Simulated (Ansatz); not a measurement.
**AlSiH5 (AlH2(SiH3)): levels of theory compared**

Aim: a comparison of 6 runs (BLYP/STO-3G, CAM-B3LYP/STO-3G, PBE0/STO-3G, SVWN5/STO-3G, r2SCAN/STO-3G, CCSD(T)/STO-3G) of AlSiH5 (AlH2(SiH3)). 

Program for the calculation: Ansatz 0.2.0.

58 further runs of the same task are left out: 2 that didn't finish, 56 set aside as unsound or not needed.

## 1. The system as given

AlSiH5 has 7 atoms, charge 0, and is taken as a singlet. SMILES: `[H][Al]([H])[SiH3]`. The Si4–Al1 distance was set to 3.631 Å, away from the relaxed value. At this shape a bond of the SMILES string is far longer than usual.

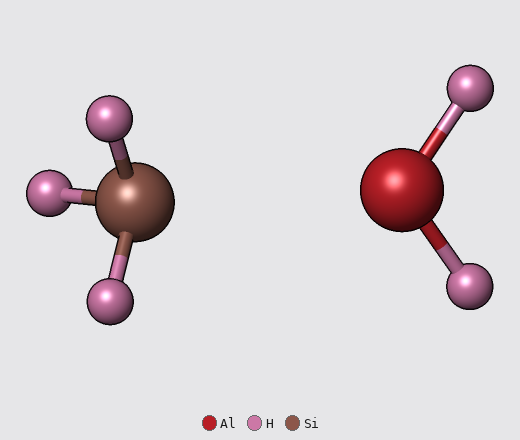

Viewed from a chosen angle; aluminium red, hydrogen pink, silicon brown.

## 2. A single-point energy at BLYP/STO-3G (run 1)

File in.yaml:

```yaml
crystal:
  periodic: [false, false, false]
  atoms:
    - {symbol: Al, position_ang: [1.290739, 2.251417, 0.014165]}
    - {symbol: H, position_ang: [2.848109, 2.414717, 0.066775]}
    - {symbol: H, position_ang: [0.656079, 3.682907, -0.006275]}
    - {symbol: Si, position_ang: [-0.517390, -0.897790, -0.016750]}
    - {symbol: H, position_ang: [-1.851430, -0.836410, 0.625620]}
    - {symbol: H, position_ang: [0.177610, -1.992690, 0.701130]}
    - {symbol: H, position_ang: [-0.795620, -1.472990, -1.353750]}
basis:
  gaussian:
    orbitals: STO-3G
hamiltonian:
  xc: {name: BLYP}
accuracy: high
```

Launch:

```console
$ ansatz run in.yaml --threads 1 --pin off --max-ram 2610MiB --events-out events.jsonl --progress --plain --runs-dir runs
```

The program printed:

```text
Warning: RAYON_NUM_THREADS=1 ignored (pool sized by the plan → 1); use --threads N
Functional definition: BLYP
  name "BLYP"
  parameter beta = 0.0042
  parameter a = 0.04918
  parameter b = 0.132
  parameter c = 0.2533
  parameter d = 0.349
  exchange = b88_x(beta = beta)
  correlation = lyp_c(a = a, b = b, c = c, d = d)
380 factors; integrals over basis functions are off by at most 9.0e-9 eV
mean field evaluation 1: about -14373.9232 eV, gradient 2.9e1 eV
mean field evaluation 2: about -14365.2272 eV, gradient 3.6e1 eV
mean field evaluation 4: about -14378.2495 eV, gradient 6.5e0 eV
mean field evaluation 8: about -14378.4775 eV, gradient 3.0e0 eV
mean field evaluation 16: about -14378.4618 eV, gradient 2.2e-8 eV
mean field -14378.46184994 eV, -528.3987269139 hartree, gradient 2.1e-8 eV, S^2 0.000000; 0 other end points of the search recorded, 0 dependent functions left out
reference -14378.46189767 eV, -528.3987286679 hartree; 16, 16 occupied and 7, 7 virtual orbitals, 380 factors
Total energy: -14378.46189767 eV, -528.3987286679 hartree
```

It took 1.6 s on 1 thread of Arm Neoverse V1, shared host; peak memory 0.1 GiB.

## 3. The energy at CAM-B3LYP/STO-3G (run 2)

Changes to in.yaml since step 2:

```diff
@@ -11,6 +11,4 @@
 basis:
-  gaussian:
-    orbitals: STO-3G
-hamiltonian:
-  xc: {name: BLYP}
+  gaussian: {orbitals: STO-3G}
+hamiltonian: {xc: {name: CAM-B3LYP}}
 accuracy: high
```

Launch:

```console
$ ansatz run in.yaml --threads 1 --pin off --max-ram 2610MiB --events-out events.jsonl --progress --plain --runs-dir runs
```

The program printed:

```text
Warning: RAYON_NUM_THREADS=1 ignored (pool sized by the plan → 1); use --threads N
Functional definition: CAM-B3LYP
  name "CAM-B3LYP"
  parameter alpha = 0.19
  parameter beta = 0.46
  parameter omega = 0.33/bohr
  parameter ac = 0.81
  exchange = (1 - alpha - beta)*b88_x + beta*b88_x_sr(omega) + alpha*exact_x + beta*exact_x_lr(omega)
  correlation = (1 - ac)*vwn5_c + ac*lyp_c
380 factors; integrals over basis functions are off by at most 9.0e-9 eV
186 factors; integrals over basis functions are off by at most 9.4e-10 eV
mean field evaluation 1: about -14375.9007 eV, gradient 2.0e1 eV
mean field evaluation 2: about -14375.0374 eV, gradient 2.2e1 eV
mean field evaluation 4: about -14378.4236 eV, gradient 3.8e-1 eV
mean field evaluation 8: about -14378.3532 eV, gradient 7.5e-4 eV
mean field evaluation 16: about -14378.3532 eV, gradient 7.7e-8 eV
mean field -14378.35323622 eV, -528.3947354331 hartree, gradient 7.7e-8 eV, S^2 0.000000; 0 other end points of the search recorded, 0 dependent functions left out
reference -14378.35325322 eV, -528.3947360580 hartree; 16, 16 occupied and 7, 7 virtual orbitals, 380 factors
Total energy: -14378.35325322 eV, -528.3947360580 hartree
```

Wall time 1.7 s (1 thread of Arm Neoverse V1, shared host); peak memory 0.11 GiB.

Run 3 isn't shown in full; the table further down has it.

## 4. A single-point energy at SVWN5/STO-3G (run 4)

File molecule.yaml:

```yaml
crystal:
  periodic: [false, false, false]
  atoms:
    - {symbol: Al, position_ang: [1.290739, 2.251417, 0.014165]}
    - {symbol: H, position_ang: [2.848109, 2.414717, 0.066775]}
    - {symbol: H, position_ang: [0.656079, 3.682907, -0.006275]}
    - {symbol: Si, position_ang: [-0.517390, -0.897790, -0.016750]}
    - {symbol: H, position_ang: [-1.851430, -0.836410, 0.625620]}
    - {symbol: H, position_ang: [0.177610, -1.992690, 0.701130]}
    - {symbol: H, position_ang: [-0.795620, -1.472990, -1.353750]}
basis:
  gaussian: {orbitals: STO-3G}
hamiltonian: {xc: {name: SVWN5}}
accuracy: high
```

Launch:

```console
$ ansatz run molecule.yaml --threads 1 --pin off --max-ram 2610MiB --events-out events.jsonl --progress --plain --runs-dir runs
```

The program printed:

```text
Warning: RAYON_NUM_THREADS=1 ignored (pool sized by the plan → 1); use --threads N
Functional definition: SVWN5
  name "SVWN5"
  exchange = slater_x
  correlation = vwn5_c
380 factors; integrals over basis functions are off by at most 9.0e-9 eV
mean field evaluation 1: about -14312.4175 eV, gradient 2.7e1 eV
mean field evaluation 2: about -14302.2448 eV, gradient 3.9e1 eV
mean field evaluation 4: about -14315.6921 eV, gradient 1.2e1 eV
mean field evaluation 8: about -14316.6492 eV, gradient 1.7e0 eV
mean field evaluation 16: about -14316.5856 eV, gradient 5.4e-4 eV
mean field -14316.58562265 eV, -526.1248175020 hartree, gradient 7.4e-8 eV, S^2 0.000000; 0 other end points of the search recorded, 0 dependent functions left out
reference -14316.58562496 eV, -526.1248175871 hartree; 16, 16 occupied and 7, 7 virtual orbitals, 380 factors
Total energy: -14316.58562496 eV, -526.1248175871 hartree
```

Wall time 0.99 s (1 thread of Arm Neoverse V1, shared host); peak memory 0.1 GiB.

Run 5 isn't shown in full; the table further down has it.

## 5. A single-point energy at CCSD(T)/STO-3G (run 6)

Changes to in.yaml since step 3:

```diff
@@ -12,3 +12,4 @@
   gaussian: {orbitals: STO-3G}
-hamiltonian: {xc: {name: CAM-B3LYP}}
+correlation: {method: ccsd_t, frozen_orbitals: {Al: 5, H: 0, Si: 5}}
 accuracy: high
+scf: {omitted_lower_state_checks: [cluster_reference, increment]}
```

Launch:

```console
$ ansatz run in.yaml --threads 1 --pin off --max-ram 2610MiB --events-out events.jsonl --progress --plain --runs-dir runs
```

The program printed (excerpt; [...] marks lines left out):

```text
Warning: RAYON_NUM_THREADS=1 ignored (pool sized by the plan → 1); use --threads N
Functional definition: HF
  name "HF"
[...]
380 factors; integrals over basis functions are off by at most 9.0e-9 eV
[...]
mean field -14348.49239047 eV, -527.2973695924 hartree, gradient 1.9e-8 eV, S^2 0.000000; 1 other end points of the search recorded, 0 dependent functions left out; unrestricted orbitals would lower it
10 core orbitals not correlated: weight in the atoms' cores, before any rotation towards them, 1.000 or more for the frozen orbitals, at most 0.000 for the correlated occupied ones
reference -14348.49239047 eV, -527.2973695924 hartree; 6, 6 occupied and 7, 7 virtual orbitals, 380 factors
second order -2.73779630 eV of doubles, -0.00000000 eV of singles
cycle   1  -3.27702110 eV  change   -9.5e-1 eV  update   1.3e-1
[...]
cycle  24  -4.27380383 eV  change    1.1e-9 eV  update  2.5e-10
perturbative correction -0.14101715 eV, -0.0051822845 hartree
WARN: these amplitudes may be one of several solutions (largest doubles amplitude 0.46, level shift 2.70 eV)
Total energy: -14352.90721145 eV, -527.4596112707 hartree
Checks for a lower state left out: cluster_reference, increment
```

Run time: 0.22 s. Hardware: 1 thread of Arm Neoverse V1, shared host.

## 6. All runs side by side

```csv
run,level,frozen core orbitals,energy (Eh),wall time
1,BLYP/STO-3G,–,-528.398729,1.6 s
2,CAM-B3LYP/STO-3G,–,-528.394736,1.7 s
3,PBE0/STO-3G,–,-528.208855,1.5 s
4,SVWN5/STO-3G,–,-526.124818,0.99 s
5,r2SCAN/STO-3G,–,-528.400847,3.6 s
6,CCSD(T)/STO-3G,10,-527.459611,0.22 s
```

## 7. Results

| quantity | value |
| --- | --- |
| run 6: total energy | -527.45961 Eh |
| run 6: correlation energy (10 core orbitals frozen) | -162.2 mEh |
| run 6: (T) correction | -5.18 mEh |
| run 6: T1 diagnostic | 0.035 |

In words: Totals of different functionals can't be ranked against each other. In run 6 the T1 diagnostic is large, so a single reference may not serve. In run 6 the log says that unrestricted orbitals would lower the reference, so the values rest on an unstable closed-shell determinant (other closed-shell runs at this shape may share the fault). In runs 1, 2, 3, 4, 5, 6 the basis is minimal, so the values are rough. All runs together took 9.6 s, the longest 3.6 s.
